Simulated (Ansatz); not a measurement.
ZnCu2OsS4: space group I-4 (No. 82), a = 5.278 Å, b = 5.278 Å, c = 10.496 Å, α = 90.00°, β = 90.00°, γ = 90.00°. Source: the geometry relaxed with DFT, PAW plane waves, r2scan in Ansatz; the starting structure was generated, so it need not be a known form of this composition. Forms under 0.4 % of the area are left out. Forms are taken in the Laue class: a face and its opposite count as one form.

What shape follows from the Bravais–Friedel–Donnay–Harker rule?

The forms computed, by share of the surface:

```json
{"form": "{101}", "faces": "8", "d (Å)": "4.716", "share of area (%)": "72.7"}
{"form": "{002}", "faces": "2", "d (Å)": "5.248", "share of area (%)": "20.6"}
{"form": "{110}", "faces": "4", "d (Å)": "3.732", "share of area (%)": "6.6"}
```

The crystal is roughly equant (blocky). Widths along a, b and c stand as 1.00 : 1.00 : 0.80.

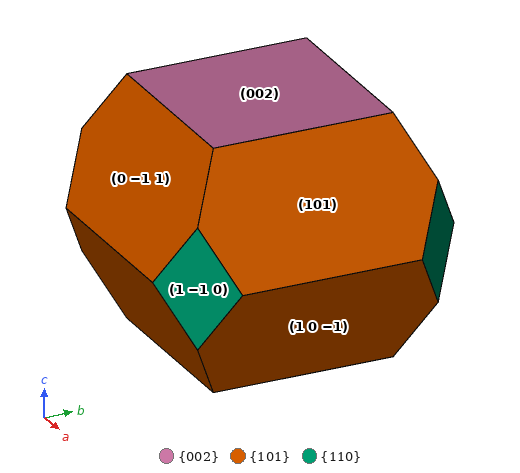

The computed shape, faces indexed. The rule is geometric and ignores bonding and growth conditions.
